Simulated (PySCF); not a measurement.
## GeNH$_{2}$Br: property calculation

- system: GeNH$_{2}$Br
- method: BP86/cc-pVDZ, RKS (PySCF 2.14.0)

The geometry comes from this level: PBE0-D4/def2-TZVP.

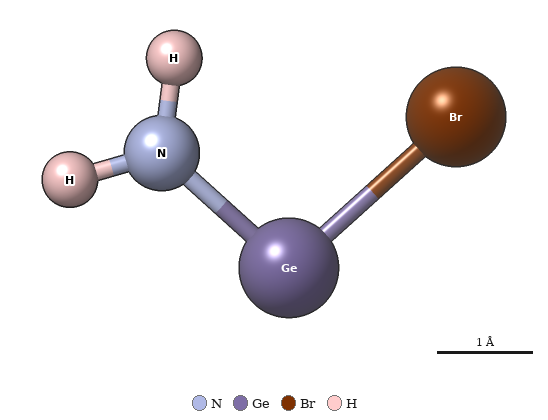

*The structure (ball-and-stick view, seen on its broad side). Sticks mark near contacts.*

Bond lengths as drawn: Br–Ge 2.37 Å, Ge–N 1.81 Å and H–N 1.01 Å.

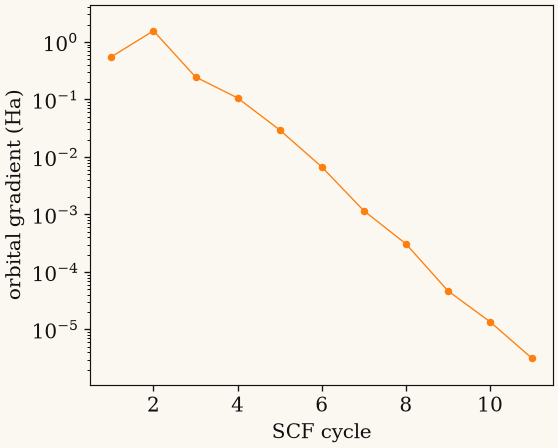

*Convergence of the self-consistent field: orbital gradient against the SCF cycle.*

The residual comes down, with one marked jump up, by a factor of about 3, at step 2.

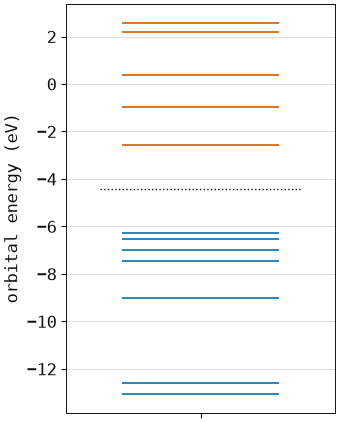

*Orbital energies near the frontier; the dotted line parts filled from empty levels, and levels within 0.02 eV of each other stand side by side.*

Highest filled −6.26 eV, lowest empty −2.59 eV, 3.67 eV apart.

These pictures come from the run below.

**Input file (run.py)**
```python
import numpy
from pyscf import gto, scf, dft, lo
from pyscf import df

molecule = gto.M(
    atom='''
N     -0.464300     0.338200    -0.424300
Ge    -0.367800    -1.144300     0.610500
Br     1.893900    -0.845800     1.259900
H      0.296200     0.984200    -0.573600
H     -1.308100     0.594000    -0.913900
''',
    basis='cc-pvdz',
    max_memory=1860,
    verbose=4,
    charge=0,
)

mf = dft.RKS(molecule)
mf.xc = 'bp86'
mf = mf.density_fit(auxbasis=df.aug_etb(molecule, beta=2.0))
mf.conv_tol = 1e-10
mf.grids.level = 4
mf.kernel()
if not mf.converged:
    mf = mf.newton().run(mf.mo_coeff, mf.mo_occ)

e_tot = mf.e_tot
print('E(%s) = %.9f' % ('BP86', e_tot))
mf.analyze()
quad = mf.quad_moment()
occ = mf.mo_coeff[:, mf.mo_occ > 0]
iaos = lo.vec_lowdin(lo.iao.iao(molecule, occ), mf.get_ovlp())
c = iaos.T @ mf.get_ovlp() @ occ
pop_iao, q_iao = scf.hf.mulliken_pop(lo.iao.reference_mol(molecule), (c * mf.mo_occ[mf.mo_occ > 0]) @ c.T, numpy.eye(c.shape[0]), verbose=0)
print('IAO charges', numpy.round(q_iao, 4))
```

Run as:
```bash
OMP_NUM_THREADS=1 python run.py
```

**The program's output**
```
PySCF version 2.14.0

[INPUT] num. atoms = 5
[INPUT] num. electrons = 76
[INPUT] charge = 0
[INPUT] spin (= nelec alpha-beta = 2S) = 0
[INPUT] symmetry False subgroup None
[INPUT] Mole.unit = angstrom
[INPUT] Symbol           X                Y                Z      unit          X                Y                Z       unit  Magmom
[INPUT]  1 N     -0.464300000000   0.338200000000  -0.424300000000 AA   -0.877399839636   0.639105375328  -0.801810794653 Bohr   0.0
[INPUT]  2 Ge    -0.367800000000  -1.144300000000   0.610500000000 AA   -0.695041268615  -2.162413604340   1.153677799047 Bohr   0.0
[INPUT]  3 Br     1.893900000000  -0.845800000000   1.259900000000 AA    3.578952307314  -1.598330356157   2.380865944340 Bohr   0.0
[INPUT]  4 H      0.296200000000   0.984200000000  -0.573600000000 AA    0.559736878096   1.859868451797  -1.083946905051 Bohr   0.0
[INPUT]  5 H     -1.308100000000   0.594000000000  -0.913900000000 AA   -2.471950743544   1.122497317992  -1.727020705240 Bohr   0.0

nuclear repulsion = 388.478265618013
number of shells = 23
number of NR pGTOs = 194
number of NR cGTOs = 78
basis = cc-pvdz
ecp = {}
ETB for N: l = 0, exps = 0.4496 * 2^n , n = 0..12
ETB for N: l = 1, exps = 0.4432552312156056 * 2^n , n = 0..9
ETB for N: l = 2, exps = 0.437 * 2^n , n = 0..7
ETB for N: l = 3, exps = 0.8450195264016093 * 2^n , n = 0..3
ETB for N: l = 4, exps = 1.634 * 2^n , n = 0..0
ETB for Br: l = 0, exps = 0.32138 * 2^n , n = 0..19
ETB for Br: l = 1, exps = 0.30445429804816354 * 2^n , n = 0..17
ETB for Br: l = 2, exps = 0.28842 * 2^n , n = 0..14
ETB for Br: l = 3, exps = 0.486198552034043 * 2^n , n = 0..11
ETB for Br: l = 4, exps = 0.8196 * 2^n , n = 0..8
ETB for Ge: l = 0, exps = 0.183188 * 2^n , n = 0..19
ETB for Ge: l = 1, exps = 0.1755236674639634 * 2^n , n = 0..17
ETB for Ge: l = 2, exps = 0.16818 * 2^n , n = 0..15
ETB for Ge: l = 3, exps = 0.2882376103148234 * 2^n , n = 0..11
ETB for Ge: l = 4, exps = 0.494 * 2^n , n = 0..8
ETB for H: l = 0, exps = 0.244 * 2^n , n = 0..6
ETB for H: l = 1, exps = 0.5956307581043813 * 2^n , n = 0..3
ETB for H: l = 2, exps = 1.454 * 2^n , n = 0..0

******** <class 'pyscf.df.df_jk.DFRKS'> ********
method = DFRKS
initial guess = minao
damping factor = 0
level_shift factor = 0
DIIS = <class 'pyscf.scf.diis.CDIIS'>
diis_start_cycle = 1
diis_space = 8
diis_damp = 0
SCF conv_tol = 1e-10
SCF conv_tol_grad = None
SCF max_cycles = 50
direct_scf = False
XC library pyscf.dft.libxc version 7.0.0
    S. Lehtola, C. Steigemann, M. J.T. Oliveira, and M. A.L. Marques.,  SoftwareX 7, 1–5 (2018)
XC functionals = bp86
    A. D. Becke.,  Phys. Rev. A 38, 3098 (1988)
    J. P. Perdew.,  Phys. Rev. B 33, 8822 (1986)
radial grids:
    Treutler-Ahlrichs [JCP 102, 346 (1995); DOI:10.1063/1.469408] (M4) radial grids

becke partition: Becke, JCP 88, 2547 (1988); DOI:10.1063/1.454033
pruning grids: <function nwchem_prune>
grids dens level: 4
symmetrized grids: False
atomic radii adjust function: <function treutler_atomic_radii_adjust>
small_rho_cutoff = 0
Set gradient conv threshold to 1e-05
Initial guess from minao.
tot grids = 119664
init E= -4706.13975385
  HOMO = -0.263794662615328  LUMO = -0.109820638798703  gap/eV = 4.18985
cycle= 1 E= -4707.58738851824  delta_E= -1.45  |g|= 0.551  |ddm|= 1.93
  HOMO = -0.168646597290352  LUMO = -0.0633800650095551  gap/eV = 2.86445
cycle= 2 E= -4706.91486385348  delta_E= 0.673  |g|= 1.56  |ddm|= 1.62
  HOMO = -0.209773287014219  LUMO = -0.0901930676214735  gap/eV = 3.25394
cycle= 3 E= -4707.64082497879  delta_E= -0.726  |g|= 0.246  |ddm|=  1.4
  HOMO = -0.228972058697093  LUMO = -0.0871600715127112  gap/eV = 3.85890
cycle= 4 E= -4707.66031162962  delta_E= -0.0195  |g|= 0.106  |ddm|= 0.406
  HOMO = -0.231922700582888  LUMO = -0.0975877991437453  gap/eV = 3.65544
cycle= 5 E= -4707.66429431669  delta_E= -0.00398  |g|= 0.0295  |ddm|= 0.163
  HOMO = -0.229753700182072  LUMO = -0.0946523862271151  gap/eV = 3.67629
cycle= 6 E= -4707.66463453675  delta_E= -0.00034  |g|= 0.00671  |ddm|= 0.0369
  HOMO = -0.230051560521403  LUMO = -0.0950913323748956  gap/eV = 3.67245
cycle= 7 E= -4707.66464767511  delta_E= -1.31e-05  |g|= 0.00116  |ddm|= 0.0074
  HOMO = -0.23000309189225  LUMO = -0.0950589320505624  gap/eV = 3.67202
cycle= 8 E= -4707.66464808025  delta_E= -4.05e-07  |g|= 0.000308  |ddm|= 0.00146
  HOMO = -0.23000890600674  LUMO = -0.0950599851631888  gap/eV = 3.67215
cycle= 9 E= -4707.66464811197  delta_E= -3.17e-08  |g|= 4.68e-05  |ddm|= 0.000336
  HOMO = -0.230010566449672  LUMO = -0.0950579962108611  gap/eV = 3.67225
cycle= 10 E= -4707.66464811269  delta_E= -7.26e-10  |g|= 1.36e-05  |ddm|= 6.62e-05
  HOMO = -0.23001043864506  LUMO = -0.095058414252033  gap/eV = 3.67223
cycle= 11 E= -4707.66464811277  delta_E= -7.37e-11  |g|= 3.13e-06  |ddm|= 1.81e-05
  HOMO = -0.230009842542175  LUMO = -0.0950584099848406  gap/eV = 3.67222
Extra cycle  E= -4707.66464811277  delta_E= 2.73e-12  |g|= 4.6e-06  |ddm|= 9.44e-06
converged SCF energy = -4707.66464811277
E(BP86) = -4707.664648113
**** SCF Summaries ****
Total Energy =                       -4707.664648112765462
Nuclear Repulsion Energy =             388.478265618013438
One-electron Energy =                -7327.194464084494030
Two-electron Energy =                 2231.051550353715811
Two-electron Coulomb Energy =         2409.551609647206078
DFT Exchange-Correlation Energy =     -178.500059293490324
HOMO-LUMO gap [eV] =                     3.672215525269635
**** MO energy ****
MO #1   energy= -481.140892181011  occ= 2
MO #2   energy= -397.240990988754  occ= 2
MO #3   energy= -61.8378346557382  occ= 2
MO #4   energy= -55.7514555868617  occ= 2
MO #5   energy= -55.7498834734998  occ= 2
MO #6   energy= -55.74938741028    occ= 2
MO #7   energy= -49.2447108926704  occ= 2
MO #8   energy= -43.859628204987   occ= 2
MO #9   energy= -43.8588166213161  occ= 2
MO #10  energy= -43.8572576802599  occ= 2
MO #11  energy= -14.0299007346595  occ= 2
MO #12  energy= -8.4027390583      occ= 2
MO #13  energy= -6.27715554694622  occ= 2
MO #14  energy= -6.27106175823068  occ= 2
MO #15  energy= -6.26944413048701  occ= 2
MO #16  energy= -6.00923542237613  occ= 2
MO #17  energy= -4.22704769212114  occ= 2
MO #18  energy= -4.22506873691344  occ= 2
MO #19  energy= -4.21998438346133  occ= 2
MO #20  energy= -2.47733012997788  occ= 2
MO #21  energy= -2.47596614098378  occ= 2
MO #22  energy= -2.4748023673651   occ= 2
MO #23  energy= -2.47022051629045  occ= 2
MO #24  energy= -2.47016014678617  occ= 2
MO #25  energy= -1.12875271255919  occ= 2
MO #26  energy= -1.12774978169838  occ= 2
MO #27  energy= -1.12620645187517  occ= 2
MO #28  energy= -1.12386519734648  occ= 2
MO #29  energy= -1.12244369331572  occ= 2
MO #30  energy= -0.789794297839792 occ= 2
MO #31  energy= -0.684607308053087 occ= 2
MO #32  energy= -0.479839671408709 occ= 2
MO #33  energy= -0.463481112434466 occ= 2
MO #34  energy= -0.331132474652258 occ= 2
MO #35  energy= -0.273817219521497 occ= 2
MO #36  energy= -0.256331707841886 occ= 2
MO #37  energy= -0.240470525260775 occ= 2
MO #38  energy= -0.230009842542175 occ= 2
MO #39  energy= -0.0950584099848406 occ= 0
MO #40  energy= -0.0349701365685635 occ= 0
MO #41  energy= 0.0144032875670876 occ= 0
MO #42  energy= 0.0797565218157152 occ= 0
MO #43  energy= 0.0946962941064888 occ= 0
MO #44  energy= 0.206674840839368  occ= 0
MO #45  energy= 0.251675757659177  occ= 0
MO #46  energy= 0.270884266409913  occ= 0
MO #47  energy= 0.290017733957984  occ= 0
MO #48  energy= 0.314037308592889  occ= 0
MO #49  energy= 0.325447839172432  occ= 0
MO #50  energy= 0.382934898165167  occ= 0
MO #51  energy= 0.395549609341152  occ= 0
MO #52  energy= 0.483457413016344  occ= 0
MO #53  energy= 0.500659775984649  occ= 0
MO #54  energy= 0.504454919297047  occ= 0
MO #55  energy= 0.52369097215668   occ= 0
MO #56  energy= 0.543691733882258  occ= 0
MO #57  energy= 0.552846784225043  occ= 0
MO #58  energy= 0.579873109841107  occ= 0
MO #59  energy= 0.612732896061867  occ= 0
MO #60  energy= 0.662836592818286  occ= 0
MO #61  energy= 0.670289212308838  occ= 0
MO #62  energy= 0.701110310417234  occ= 0
MO #63  energy= 0.717520322757793  occ= 0
MO #64  energy= 0.827091104970383  occ= 0
MO #65  energy= 0.940827978560224  occ= 0
MO #66  energy= 1.00191009331185   occ= 0
MO #67  energy= 1.06441254762726   occ= 0
MO #68  energy= 1.20796124584799   occ= 0
MO #69  energy= 1.40475334536766   occ= 0
MO #70  energy= 1.53339438400065   occ= 0
MO #71  energy= 1.6621499103779    occ= 0
MO #72  energy= 1.91418901074802   occ= 0
MO #73  energy= 1.95408313477372   occ= 0
MO #74  energy= 2.00988721104929   occ= 0
MO #75  energy= 2.145464256724     occ= 0
MO #76  energy= 2.30917135881073   occ= 0
MO #77  energy= 2.6890611369532    occ= 0
MO #78  energy= 2.79430277901323   occ= 0
 ** Mulliken pop on meta-lowdin orthogonal AOs  **
 ** Mulliken pop  **
pop of  0 N 1s            1.99991
pop of  0 N 2s            1.34031
pop of  0 N 3s            0.00281
pop of  0 N 2px           1.25834
pop of  0 N 2py           1.40364
pop of  0 N 2pz           1.50841
pop of  0 N 3px           0.00384
pop of  0 N 3py           0.00491
pop of  0 N 3pz           0.00776
pop of  0 N 3dxy          0.00123
pop of  0 N 3dyz          0.00103
pop of  0 N 3dz^2         0.00057
pop of  0 N 3dxz          0.00100
pop of  0 N 3dx2-y2       0.00060
pop of  1 Ge 1s           2.00000
pop of  1 Ge 2s           1.99998
pop of  1 Ge 3s           1.99967
pop of  1 Ge 4s           1.78742
pop of  1 Ge 5s           0.00728
pop of  1 Ge 2px          1.99999
pop of  1 Ge 2py          2.00000
pop of  1 Ge 2pz          1.99999
pop of  1 Ge 3px          1.99988
pop of  1 Ge 3py          1.99990
pop of  1 Ge 3pz          1.99988
pop of  1 Ge 4px          0.60459
pop of  1 Ge 4py          0.68560
pop of  1 Ge 4pz          0.51391
pop of  1 Ge 5px          0.00642
pop of  1 Ge 5py          0.00368
pop of  1 Ge 5pz          0.00304
pop of  1 Ge 3dxy         1.99942
pop of  1 Ge 3dyz         1.99921
pop of  1 Ge 3dz^2        1.99951
pop of  1 Ge 3dxz         1.99943
pop of  1 Ge 3dx2-y2      1.99931
pop of  1 Ge 4dxy         0.00459
pop of  1 Ge 4dyz         0.00530
pop of  1 Ge 4dz^2        0.00631
pop of  1 Ge 4dxz         0.00385
pop of  1 Ge 4dx2-y2      0.00574
pop of  2 Br 1s           2.00000
pop of  2 Br 2s           1.99991
pop of  2 Br 3s           1.99928
pop of  2 Br 4s           1.93239
pop of  2 Br 5s           0.00177
pop of  2 Br 2px          1.99999
pop of  2 Br 2py          1.99999
pop of  2 Br 2pz          1.99999
pop of  2 Br 3px          1.99977
pop of  2 Br 3py          1.99984
pop of  2 Br 3pz          1.99983
pop of  2 Br 4px          1.54403
pop of  2 Br 4py          1.91897
pop of  2 Br 4pz          1.87120
pop of  2 Br 5px          0.00155
pop of  2 Br 5py          0.00070
pop of  2 Br 5pz          0.00059
pop of  2 Br 3dxy         1.99990
pop of  2 Br 3dyz         1.99991
pop of  2 Br 3dz^2        1.99991
pop of  2 Br 3dxz         1.99990
pop of  2 Br 3dx2-y2      1.99990
pop of  2 Br 4dxy         0.00174
pop of  2 Br 4dyz         0.00029
pop of  2 Br 4dz^2        0.00128
pop of  2 Br 4dxz         0.00215
pop of  2 Br 4dx2-y2      0.00320
pop of  3 H 1s            0.76153
pop of  3 H 2s            0.01144
pop of  3 H 2px           0.00096
pop of  3 H 2py           0.00093
pop of  3 H 2pz           0.00092
pop of  4 H 1s            0.76507
pop of  4 H 2s            0.01006
pop of  4 H 2px           0.00097
pop of  4 H 2py           0.00065
pop of  4 H 2pz           0.00126
 ** Mulliken atomic charges  **
charge of    0N =     -0.53435
charge of    1Ge =      0.36611
charge of    2Br =     -0.27798
charge of    3H =      0.22422
charge of    4H =      0.22200
Dipole moment(X, Y, Z, Debye): -2.23146,  1.35424, -1.75148
Traceless quadrupole moment (Debye*A):

IAO charges [-0.6698  0.4059 -0.2669  0.2666  0.2643]
```

**Key numbers**

```json
{"quantity": "outcome", "value": "converged"}
{"quantity": "total energy", "value": "−4707.664648 hartree"}
{"quantity": "basis functions", "value": "78"}
{"quantity": "HOMO", "value": "−6.26 eV"}
{"quantity": "LUMO", "value": "−2.59 eV"}
{"quantity": "dipole moment", "value": "3.14 D"}
{"quantity": "hardware", "value": "1 thread of Intel Xeon (Sapphire Rapids), 16 GiB of memory available, shared host"}
{"quantity": "wall time", "value": "13 s"}
{"quantity": "peak memory", "value": "0.37 GiB"}
```
